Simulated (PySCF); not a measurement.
C₃H₁₁NO₂Si₃ (SMILES CC(=O)C(=O)[SiH2]N([SiH3])[SiH3])

```xyz
20

C     3.6420   -0.2668   -0.8915
C     2.5411    0.3540   -0.0965
O     2.6867    1.0910    0.8506
C     1.1109    0.0111   -0.4968
O     0.8444   -0.5248   -1.5474
Si   -0.1397    0.6197    0.8324
N    -1.7345    0.1183    0.3603
Si   -2.7709    1.1745   -0.5719
Si   -2.1266   -1.5856    0.4349
H     4.6044    0.1736   -0.6440
H     3.6642   -1.3355   -0.6784
H     3.4225   -0.1551   -1.9518
H    -0.0862    2.0755    0.8684
H     0.2166   -0.0214    2.0957
H    -2.5921    0.9538   -2.0093
H    -4.1470    0.8708   -0.1803
H    -2.4223    2.5477   -0.2095
H    -1.4983   -2.1141    1.6474
H    -3.5829   -1.6798    0.5221
H    -1.6373   -2.2964   -0.7471
```

Geometry: GFN2-xTB.

These are results of PySCF, PBE0/pcSseg-1, SCF density, gas phase, non-relativistic, not measurements.

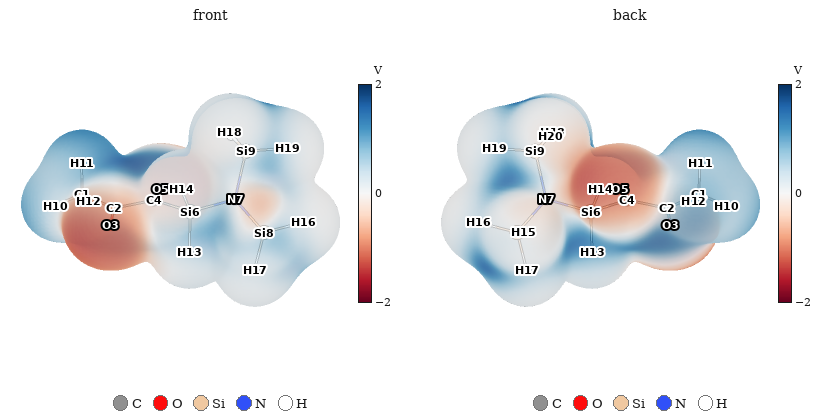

Figure 1. The electrostatic potential painted on the density surface at 0.002 e/bohr³, seen from the front and from behind; the colour scale runs from red (negative) to blue (positive).

> Describe the electrostatic potential map.

The most negative region (about −1.3 V) lies over O3 and O5, the most positive (about +1.5 V) over the C and Si atoms.

> How polar is the molecule by this calculation?

Its dipole moment is 1.03 D.

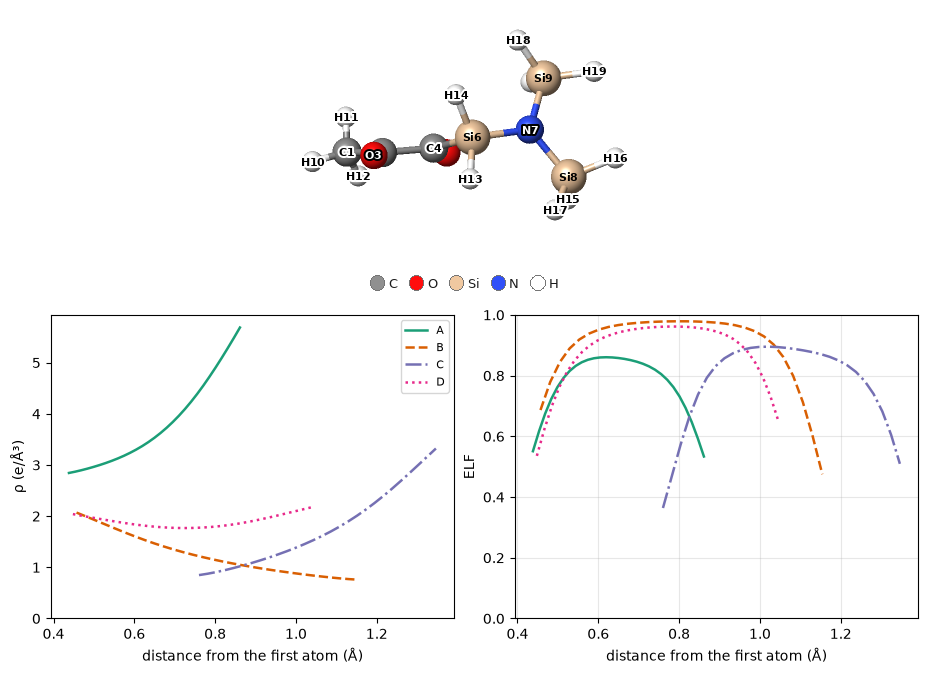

Figure 2. Electron density and electron localisation function along straight lines between neighbouring atoms. The curves leave out the atomic cores. The structure is drawn too.

> Which curve belongs to which contact (C–C, C–O, C–Si and Si–N)? The first atom named is at distance zero.

Curve A: C–O (1.21 Å): ρ at the midpoint is about 3.3 e/Å³; the ELF peaks at about 0.85 between the atoms; a multiple bond. Curve B: C–Si (1.92 Å): the density is about 0.92 e/Å³ at the midpoint; the ELF peaks at about 1 between the atoms, as expected for a covalent bond. Curve C: Si–N (1.74 Å): ρ is about 1 e/Å³ halfway; the ELF peaks at about 0.90 between the atoms: a shared but strongly polarised pair. Curve D: C–C (1.49 Å): the density is about 1.8 e/Å³ at the midpoint; the ELF peaks at about 0.95 between the atoms: localised, covalent bonding.
